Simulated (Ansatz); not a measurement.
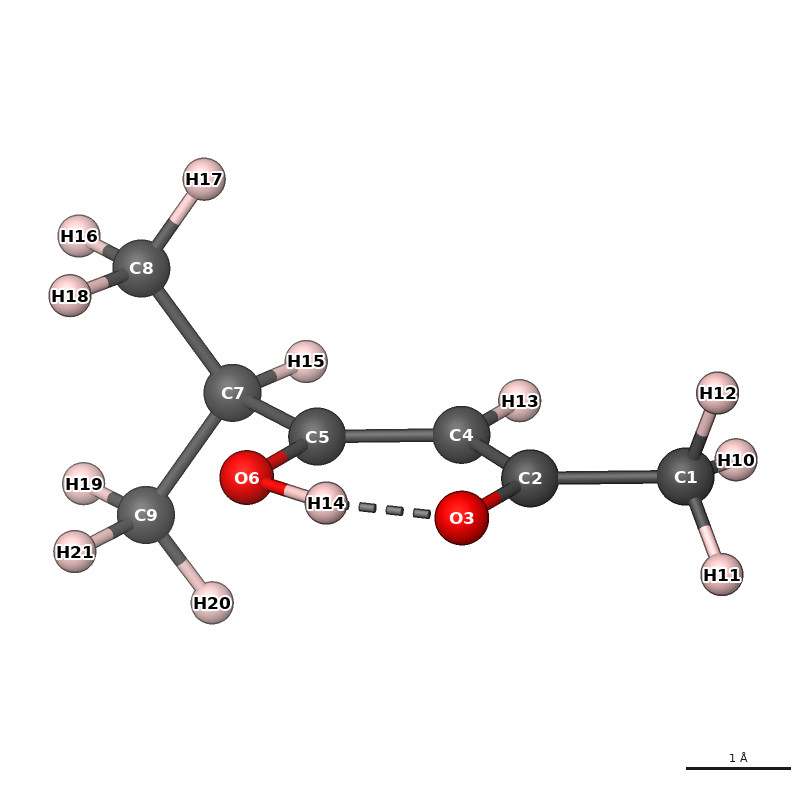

Broken lines mark hydrogen bonds. Computed geometry: PBE-D4/def2-SVP optimisation. No frequency run is at hand to confirm it as a minimum.

Tabulate the hydrogen bonds (donors O, N, F, S, Cl) with their geometry.

```csv
D–H···A,D–H (Å),H···A (Å),angle (°),kind
O6–H14···O3,1.08,1.40,156,intramolecular
```
